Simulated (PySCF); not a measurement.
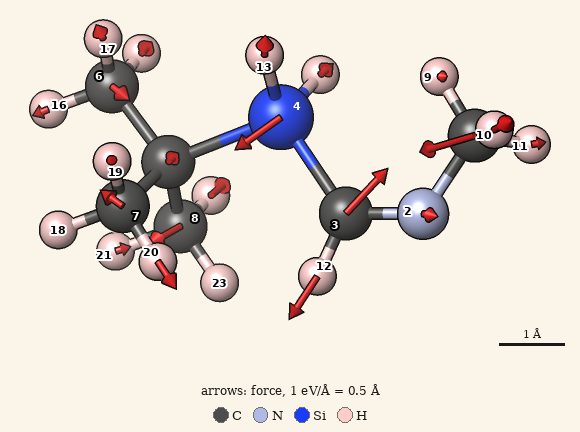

Starting geometry of C$_{6}$H$_{15}$NSi with the computed forces as red arrows. The picture is a ball-and-stick view, seen at a tilt.

The start comes from GFN2-xTB. Its atoms were then displaced at random by about 0.01 Å.

Computed with PySCF, PBE0-D3(BJ)/def2-SVP geometry optimisation, gas phase. 

**Is this structure relaxed? If not, where do the atoms go?**

It isn't relaxed: the largest force vector, on a C atom, is 2.62 eV/Å. The final displacements follow the starting forces only in part (cosine between the two patterns 0.51). After 5 geometry steps the energy has fallen by 0.266 eV. The largest move after the best rigid fit is that of an H atom, 0.063 Å. By element the largest moves are H 0.063 Å, Si 0.060 Å, C 0.058 Å, N 0.030 Å. Among the contacts that change: H–Si 1.453 → 1.499 Å, C–H 1.062 → 1.107 Å, C–Si 1.949 → 1.905 Å, C–Si 1.890 → 1.916 Å. Among the angles between lasting bonds that change: H–C–H 109.8° → 106.1°, Si–C–H 119.2° → 115.6°, H–C–H 111.6° → 108.4°. Cost: 3.2 min on 1 thread of Arm Neoverse N1 (shared host).
